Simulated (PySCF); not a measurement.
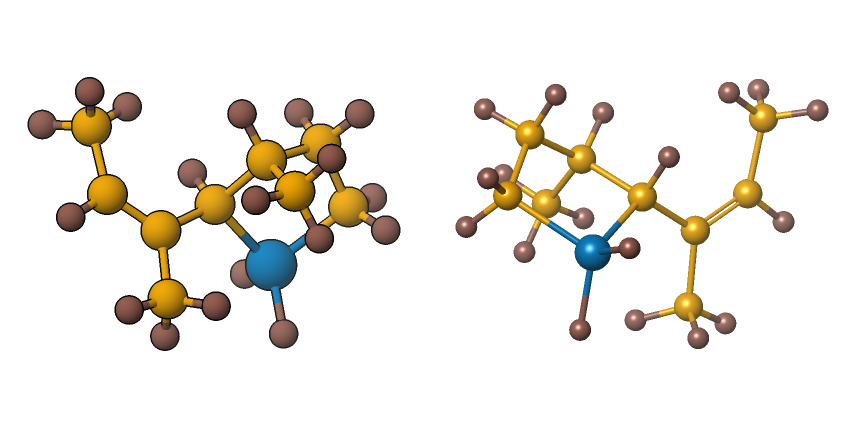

Both panels show the same species. Colours: carbon orange, germanium blue, hydrogen brown.

The geometry was computed by an optimisation with PBE0-D3(BJ)/def2-SVP. No frequency run is at hand to confirm it as a minimum.

What is the molecular formula?

C9H18Ge, 28 atoms: 9 carbon, 18 hydrogen and 1 germanium.

Name functional groups in it.

Among them: alkene.

Write the SMILES.

C/C=C(/C)[C@@H]1[GeH2][CH2]C[C@@H]1C

What is the point group of this geometry?

C1.

Count the bonded pairs by element.

16 C–H, 8 C–C, 2 C–Ge, 2 Ge–H.
